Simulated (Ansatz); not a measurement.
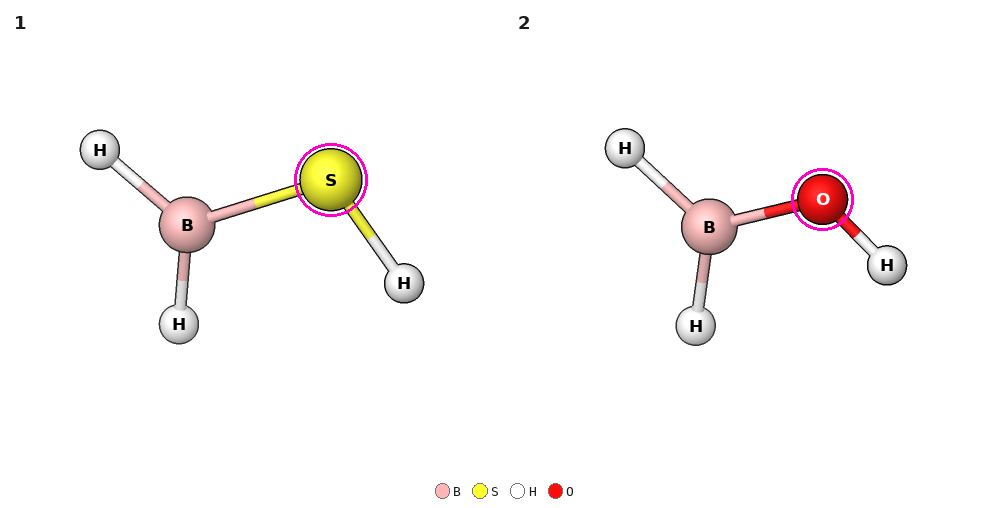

2 molecules with one skeleton, seen from the same side and at one scale; the atom that differs is circled. Each species is neutral and a spin singlet. Computed geometries: PBE0-D4/def2-TZVP optimisations, one conformation each. Properties computed with Ansatz 0.2.0.

One atom differs, called X below: S in panel 1, O in panel 2. Their formulas are BH3S (`BS`), BH3O (`BO`).

**In which is the HOMO energy (Kohn–Sham orbital) higher (ωB97M-V/def2-SVP)?**

In panel 1 (X = S).

**In which is the length of X–B larger (PBE0-D4/def2-TZVP)?**

In panel 1 (X = S).

Give the values. With PBE0-D4/def2-TZVP: length of X–B (Å), length of X–H (Å), angle B–X–H (°). With ωB97M-V/def2-SVP: HOMO energy (Kohn–Sham orbital) (eV), HOMO–LUMO gap (eV). With PBE-D4/def2-TZVPP: dipole moment (D), vertical ionisation energy (eV).

```csv
quantity,1 (S),2 (O),2 − 1
length of X–B (Å),1.765,1.348,−0.417
length of X–H (Å),1.344,0.961,−0.383
angle B–X–H (°),99.2,113.5,+14.3
HOMO energy (Kohn–Sham orbital) (eV),−10.57,−11.04,−0.47
HOMO–LUMO gap (eV),11.54,13.01,+1.47
dipole moment (D),0.94,1.59,+0.65
vertical ionisation energy (eV),11.04,11.45,+0.41
```
